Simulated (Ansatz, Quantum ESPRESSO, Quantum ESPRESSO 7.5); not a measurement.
**Be chain with one bond drawn out by 2.0 Å: ballistic transmission**

How well does the junction conduct in the ballistic limit? It is: Be chain with one bond drawn out by 2.0 Å.

Program: Quantum ESPRESSO 7.5. Level of theory: plane-wave DFT, LDA, GBRV ultrasoft pseudopotentials (cross-check by Ansatz 0.2.0 with PAW datasets). Results are calculated unless marked as measured.

**1. The starting structure**

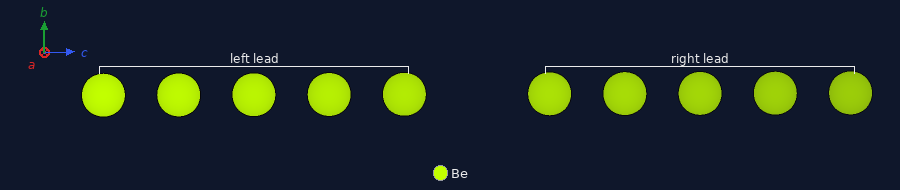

The cell as given, from the side, with the c axis across the page (beryllium green).

The cell holds 10 atoms: 10 Be. Its edges and angles: a = 7.500 Å, b = 7.500 Å, c = 23.500 Å, α = 90.0°, β = 90.0°, γ = 90.0°. Regions: left lead, 5 atoms (5 Be); right lead, 5 atoms (5 Be). Vacuum lies along a and b. The structure is stacked along c, and the current runs across the ab planes.

**2. SCF with pw.x**

One periodic cell holds a stretch of lead, the junction and more lead; the atoms stay as built.

scf.in reads:

```
&control
  prefix = 'scf'
  outdir = './out'
  pseudo_dir = './pseudo'
  calculation = 'scf'
  tprnfor = .true.
/
&system
  ibrav = 0
  nat = 10
  ntyp = 1
  ecutwfc = 34
  ecutrho = 170
  occupations = 'smearing'
  smearing = 'mv'
  degauss = 0.01
/
&electrons
  conv_thr = 1e-07
  mixing_beta = 0.25
  electron_maxstep = 120
  mixing_mode = 'local-TF'
/
ATOMIC_SPECIES
  Be  9.0122  be_lda_v1.4.uspp.F.UPF
CELL_PARAMETERS angstrom
  7.50000000000000 0.00000000000000 0.00000000000000
  0.00000000000000 7.50000000000000 0.00000000000000
  0.00000000000000 0.00000000000000 23.50000000000000
ATOMIC_POSITIONS crystal
  Be  0.500000000000 0.500000000000 0.000000000000
  Be  0.500000000000 0.500000000000 0.091489361702
  Be  0.500000000000 0.500000000000 0.182978723404
  Be  0.500000000000 0.500000000000 0.274468085106
  Be  0.500000000000 0.500000000000 0.365957446809
  Be  0.500000000000 0.500000000000 0.542553191489
  Be  0.500000000000 0.500000000000 0.634042553191
  Be  0.500000000000 0.500000000000 0.725531914894
  Be  0.500000000000 0.500000000000 0.817021276596
  Be  0.500000000000 0.500000000000 0.908510638298
K_POINTS automatic
  1 1 3 0 0 0
```

On the command line:

```bash
$ OMP_NUM_THREADS=1 mpirun -n 2 pw.x -nk 1 -in scf.in > scf.out
```

Output:

```text
Program PWSCF v.7.5 starts
[citation notice left out]

     Parallel version (MPI & OpenMP), running on       2 processor cores
     Number of MPI processes:                 2
     Threads/MPI process:                     1

     MPI processes distributed on     1 nodes
[...]
Current dimensions of program PWSCF are:
     Max number of different atomic species (ntypx) = 10
     Max number of k-points (npk) =  40000
     Max angular momentum in pseudopotentials (lmaxx) =  4
     Message from routine setup:
     using ibrav=0 with symmetry is DISCOURAGED, use correct ibrav instead

     R & G space division:  proc/nbgrp/npool/nimage =       2
     Subspace diagonalization in iterative solution of the eigenvalue problem:
     a serial algorithm will be used

     Parallelization info
     --------------------
     sticks:   dense  smooth     PW     G-vecs:    dense   smooth      PW
     Min        1354    1088    276               167060   119480   15310
     Max        1355    1089    277               167073   119485   15317
     Sum        2709    2177    553               334133   238965   30627

     Using Slab Decomposition

     bravais-lattice index     =            0
     lattice parameter (alat)  =      14.1729  a.u.
     unit-cell volume          =    8920.4547 (a.u.)^3
     number of atoms/cell      =           10
     number of atomic types    =            1
     number of electrons       =        40.00
     number of Kohn-Sham states=           24
     kinetic-energy cutoff     =      34.0000  Ry
     charge density cutoff     =     170.0000  Ry
     scf convergence threshold =      1.0E-07
     mixing beta               =       0.2500
     number of iterations used =            8  local-TF  mixing
     Exchange-correlation=  SLA  PZ   NOGX NOGC
                           (   1   1   0   0   0   0   0)

     celldm(1)=  14.172946  celldm(2)=   0.000000  celldm(3)=   0.000000
     celldm(4)=   0.000000  celldm(5)=   0.000000  celldm(6)=   0.000000

     crystal axes: (cart. coord. in units of alat)
               a(1) = (   1.000000   0.000000   0.000000 )
               a(2) = (   0.000000   1.000000   0.000000 )
               a(3) = (   0.000000   0.000000   3.133333 )

     reciprocal axes: (cart. coord. in units 2 pi/alat)
               b(1) = (  1.000000  0.000000  0.000000 )
               b(2) = (  0.000000  1.000000  0.000000 )
               b(3) = (  0.000000  0.000000  0.319149 )

     PseudoPot. # 1 for Be read from file:
     ./pseudo/be_lda_v1.4.uspp.F.UPF
     Pseudo is Ultrasoft, Zval =  4.0
     Generated by new atomic code, or converted to UPF format
     Using radial grid of  769 points,  6 beta functions with:
                l(1) =   0
                l(2) =   0
                l(3) =   0
                l(4) =   1
                l(5) =   1
                l(6) =   2
     Q(r) pseudized with 10 coefficients,  rinner =    1.000   1.000   1.000
                                                       1.000   1.000

     atomic species   valence    mass     pseudopotential
     Be                4.00     9.01220     Be( 1.00)

      8 Sym. Ops. (no inversion) found

   Cartesian axes

     site n.     atom                  positions (alat units)
         1        Be     tau(   1) = (   0.5000000   0.5000000   0.0000000  )
         2        Be     tau(   2) = (   0.5000000   0.5000000   0.2866667  )
         3        Be     tau(   3) = (   0.5000000   0.5000000   0.5733333  )
         4        Be     tau(   4) = (   0.5000000   0.5000000   0.8600000  )
         5        Be     tau(   5) = (   0.5000000   0.5000000   1.1466667  )
         6        Be     tau(   6) = (   0.5000000   0.5000000   1.7000000  )
         7        Be     tau(   7) = (   0.5000000   0.5000000   1.9866667  )
         8        Be     tau(   8) = (   0.5000000   0.5000000   2.2733333  )
         9        Be     tau(   9) = (   0.5000000   0.5000000   2.5600000  )
        10        Be     tau(  10) = (   0.5000000   0.5000000   2.8466667  )

     number of k points=     2  Marzari-Vanderbilt smearing, width (Ry)=  0.0100
                       cart. coord. in units 2pi/alat
        k(    1) = (   0.0000000   0.0000000   0.0000000), wk =   0.6666667
        k(    2) = (   0.0000000   0.0000000   0.1063830), wk =   1.3333333

     Dense  grid:   334133 G-vectors     FFT dimensions: (  60,  60, 192)

     Smooth grid:   238965 G-vectors     FFT dimensions: (  54,  54, 180)

     Estimated max dynamical RAM per process >     520.75 MB

     Estimated total dynamical RAM >       1.02 GB

     Initial potential from superposition of free atoms

     starting charge      39.9984, renormalised to      40.0000

     negative rho (up, down):  8.871E-03 0.000E+00
     Starting wfcs are   50 randomized atomic wfcs

     total cpu time spent up to now is        1.9 secs

     per-process dynamical memory:   140.2 Mb

     Self-consistent Calculation

     iteration #  1     ecut=    34.00 Ry     beta= 0.25
     Davidson diagonalization with overlap
     ethr =  1.00E-02,  avg # of iterations =  2.0

     negative rho (up, down):  3.635E-03 0.000E+00

     total cpu time spent up to now is        5.2 secs

     total energy              =    -277.88239379 Ry
     estimated scf accuracy    <       1.93233039 Ry

     iteration #  2     ecut=    34.00 Ry     beta= 0.25
[...]
negative rho (up, down):  1.059E-03 0.000E+00

[...]
total energy              =    -277.87263391 Ry
     estimated scf accuracy    <       0.49507677 Ry

     iteration #  3     ecut=    34.00 Ry     beta= 0.25
[...]
negative rho (up, down):  6.287E-05 0.000E+00

[...]
total energy              =    -277.71608118 Ry
     estimated scf accuracy    <       0.35540218 Ry

     iteration #  4     ecut=    34.00 Ry     beta= 0.25
[...]
negative rho (up, down):  6.229E-05 0.000E+00

[...]
total energy              =    -277.75626482 Ry
     estimated scf accuracy    <       0.04082864 Ry

     iteration #  5     ecut=    34.00 Ry     beta= 0.25
[...]
negative rho (up, down):  1.124E-03 0.000E+00

[...]
total energy              =    -277.75229705 Ry
     estimated scf accuracy    <       0.02077662 Ry

     iteration #  6     ecut=    34.00 Ry     beta= 0.25
[...]
negative rho (up, down):  1.730E-03 0.000E+00

[...]
total energy              =    -277.75327171 Ry
     estimated scf accuracy    <       0.00730187 Ry

     iteration #  7     ecut=    34.00 Ry     beta= 0.25
[...]
negative rho (up, down):  1.360E-03 0.000E+00

[...]
total energy              =    -277.75477223 Ry
     estimated scf accuracy    <       0.00484364 Ry

     iteration #  8     ecut=    34.00 Ry     beta= 0.25
[...]
negative rho (up, down):  3.656E-03 0.000E+00

[...]
total energy              =    -277.75486670 Ry
     estimated scf accuracy    <       0.00173174 Ry

     iteration #  9     ecut=    34.00 Ry     beta= 0.25
[...]
negative rho (up, down):  3.916E-03 0.000E+00

[...]
total energy              =    -277.75575218 Ry
     estimated scf accuracy    <       0.00254376 Ry

     iteration # 10     ecut=    34.00 Ry     beta= 0.25
[...]
negative rho (up, down):  8.071E-03 0.000E+00

[...]
total energy              =    -277.75500405 Ry
     estimated scf accuracy    <       0.00403087 Ry

     iteration # 11     ecut=    34.00 Ry     beta= 0.25
[...]
negative rho (up, down):  8.502E-03 0.000E+00

[...]
total energy              =    -277.75515439 Ry
     estimated scf accuracy    <       0.00030672 Ry

     iteration # 12     ecut=    34.00 Ry     beta= 0.25
[...]
negative rho (up, down):  8.589E-03 0.000E+00

[...]
total energy              =    -277.75519409 Ry
     estimated scf accuracy    <       0.00008697 Ry

     iteration # 13     ecut=    34.00 Ry     beta= 0.25
[...]
negative rho (up, down):  9.055E-03 0.000E+00

[...]
total energy              =    -277.75519193 Ry
     estimated scf accuracy    <       0.00005376 Ry

     iteration # 14     ecut=    34.00 Ry     beta= 0.25
[...]
negative rho (up, down):  9.510E-03 0.000E+00

[...]
total energy              =    -277.75518663 Ry
     estimated scf accuracy    <       0.00002118 Ry

     iteration # 15     ecut=    34.00 Ry     beta= 0.25
[...]
negative rho (up, down):  9.473E-03 0.000E+00

[...]
total energy              =    -277.75519058 Ry
     estimated scf accuracy    <       0.00000213 Ry

     iteration # 16     ecut=    34.00 Ry     beta= 0.25
[...]
negative rho (up, down):  9.353E-03 0.000E+00

[...]
total energy              =    -277.75519140 Ry
     estimated scf accuracy    <       0.00000302 Ry

     iteration # 17     ecut=    34.00 Ry     beta= 0.25
[...]
negative rho (up, down):  9.306E-03 0.000E+00

[...]
total energy              =    -277.75519205 Ry
     estimated scf accuracy    <       0.00000499 Ry

     iteration # 18     ecut=    34.00 Ry     beta= 0.25
[...]
negative rho (up, down):  9.236E-03 0.000E+00

[...]
total energy              =    -277.75519201 Ry
     estimated scf accuracy    <       0.00000266 Ry

     iteration # 19     ecut=    34.00 Ry     beta= 0.25
[...]
negative rho (up, down):  9.280E-03 0.000E+00

[...]
total energy              =    -277.75519200 Ry
     estimated scf accuracy    <       0.00000166 Ry

     iteration # 20     ecut=    34.00 Ry     beta= 0.25
[...]
negative rho (up, down):  9.341E-03 0.000E+00

[...]
total energy              =    -277.75519204 Ry
     estimated scf accuracy    <       0.00000134 Ry

     iteration # 21     ecut=    34.00 Ry     beta= 0.25
[...]
negative rho (up, down):  9.273E-03 0.000E+00

[...]
total energy              =    -277.75519207 Ry
     estimated scf accuracy    <       0.00000061 Ry

     iteration # 22     ecut=    34.00 Ry     beta= 0.25
[...]
negative rho (up, down):  9.311E-03 0.000E+00

[...]
End of self-consistent calculation

          k = 0.0000 0.0000 0.0000 ( 29915 PWs)   bands (ev):

  -103.3400-103.3393-102.3288-102.3287-101.9214-101.9211-101.7210-101.7208
  -101.6487-101.6415  -6.6577  -6.6166  -6.2831  -5.9402  -5.5338  -4.9599
    -4.4149  -3.6840  -3.1163  -2.6238  -2.4790  -2.4790  -2.3812  -2.3812

          k = 0.0000 0.0000 0.1064 ( 29838 PWs)   bands (ev):

  -103.3397-103.3390-102.3287-102.3283-101.9211-101.9210-101.7208-101.7205
  -101.6485-101.6412  -6.6491  -6.6277  -6.2729  -5.9596  -5.5055  -4.9989
    -4.3651  -3.7457  -3.0452  -2.6649  -2.4671  -2.4671  -2.4025  -2.4025

     the Fermi energy is    -2.5691 ev

!    total energy              =    -277.75519212 Ry
     estimated scf accuracy    <       0.00000003 Ry
     smearing contrib. (-TS)   =      -0.00435642 Ry
     internal energy E=F+TS    =    -277.75083570 Ry

     The total energy is F=E-TS. E is the sum of the following terms:
     one-electron contribution =    -339.48423377 Ry
     hartree contribution      =     120.90161209 Ry
     xc contribution           =     -45.58497699 Ry
     ewald contribution        =     -13.58323702 Ry

     convergence has been achieved in  22 iterations

     Forces acting on atoms (cartesian axes, Ry/au):

     atom    1 type  1   force =     0.00000000    0.00000000    0.00044332
     atom    2 type  1   force =     0.00000000    0.00000000    0.00125270
     atom    3 type  1   force =     0.00000000    0.00000000    0.00075855
     atom    4 type  1   force =     0.00000000    0.00000000   -0.00635988
     atom    5 type  1   force =     0.00000000    0.00000000    0.02994113
     atom    6 type  1   force =     0.00000000    0.00000000   -0.03001912
     atom    7 type  1   force =     0.00000000    0.00000000    0.00645267
     atom    8 type  1   force =     0.00000000    0.00000000   -0.00084418
     atom    9 type  1   force =     0.00000000    0.00000000   -0.00118275
     atom   10 type  1   force =     0.00000000    0.00000000   -0.00044243

     Total force =     0.043409     Total SCF correction =     0.000083

[...]
=------------------------------------------------------------------------------=
   JOB DONE.
=------------------------------------------------------------------------------=
```

The job ended after 76 s (2 MPI ranks of Arm Neoverse V1, shared host; peak memory 0.96 GiB; 2.5 min of CPU time).

Numbers from this step:

* free energy: -3779.0519 eV
* Fermi energy: -2.569 eV

The program's own clock; routines nest. Time by routine:

```csv
routine,wall time (s),calls
PWSCF,75.52,1
electrons,72.75,1
c_bands,31.13,22
cegterg,29.73,44
h_psi,24.72,223
fftw,22.03,6390
vloc_psi,19.5,223
mix_rho,19.15,22
sum_band,13.8,22
ffts,12.49,2628
newd,8.37,23
calbec,3.73,275
h_psi:calbec,2.61,223
add_vuspsi,2.56,223
```

The run needed 22 iterations to bring the estimated error under 1e-07 Ry; the largest force on any atom, held or free, is 0.77 eV/Å.

(Part 1 of 4 ends here.)

[Logs are printed without paths, hosts, clocks, repeated set-up lines and the standing remarks that a program may print on its own settings, such as how far it seeks lower states.]

[Hosts, paths, dates, database ids (printed as entryN), source tags and the programs' standing remarks are cut or masked in the printed files.]

[Maps of the electrostatic potential energy from Ansatz leave out the sawtooth potential of an applied field or a dipole correction, so their vacuum need not be flat; planar profiles and work functions include it.]
